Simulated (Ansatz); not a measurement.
System BiB (space group P6_3/mmc, No. 194); source of the atomic positions: coordinates from a relaxation with DFT, PBEsol, plane waves, PAW in Ansatz; the starting structure was generated, so it need not be a known form of this composition.

```cif
data_structure
_symmetry_space_group_name_H-M 'P6_3/mmc'
_symmetry_Int_Tables_number 194
_cell_length_a 4.2114
_cell_length_b 4.2114
_cell_length_c 5.3127
_cell_angle_alpha 90.000
_cell_angle_beta 90.000
_cell_angle_gamma 120.000
_cell_volume 81.60
loop_
_atom_site_label
_atom_site_type_symbol
_atom_site_symmetry_multiplicity
_atom_site_Wyckoff_symbol
_atom_site_fract_x
_atom_site_fract_y
_atom_site_fract_z
_atom_site_occupancy
B1 B 2 c 0.33333 0.66667 0.25000 1
Bi1 Bi 2 d 0.66667 0.33333 0.25000 1
```

Bonds are taken as B–Bi below 3 Å. Simplification: prune 0- and 1-connected atoms, fold 2-connected ones into links.

What net does this leave?

The result is a uninodal 5-connected, three-periodic net: B and Bi are 5-connected nodes. It is the bnn net, known from eclipsed honeycomb layers linked along c. It is a single net, without interpenetration.

```json
{"node": "B and Bi", "links": "5", "point symbol": "4^6.6^4", "coordination sequence": "5 14 29 50 77"}
```

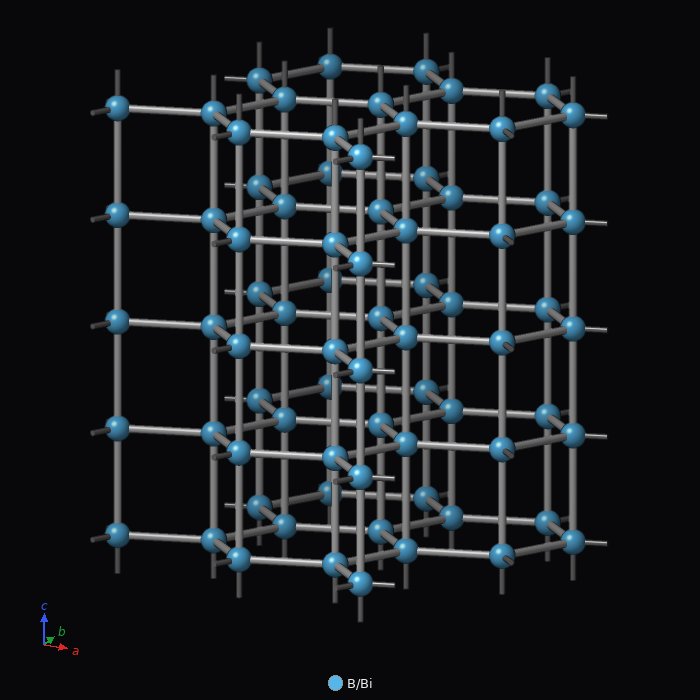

Nodes are coloured by topological kind. Short stubs are edges that leave the cut-out.
